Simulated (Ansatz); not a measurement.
**Sb, response to strain**

Base system: Sb (space group R-3m, No. 166; a = 4.3263 Å, c = 11.3390 Å (hexagonal axes); layered; relaxed with 0.1 eV smearing). Axes: x lies along a and z along c of the hexagonal cell.

Strains are applied to the cell and any free atomic positions relax.

Level of theory: r2SCAN+rVV10 (Ansatz, a first-principles code, PAW, no SOC).

Notes on the quantities. energy relative to the base: free energy F.

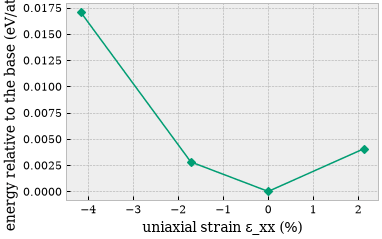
*Energy relative to the base against uniaxial strain ε_xx*

Q: From the plot, what is the energy relative to the base for uniaxial strain ε_xx = −4.17 %?

A: About 0.017 eV/atom.

Q: Is the trend monotonic over the range shown?

A: No, it turns within the range, spanning 0 meV/atom to +17 meV/atom.

Whether these cells are dynamically stable was not tested.
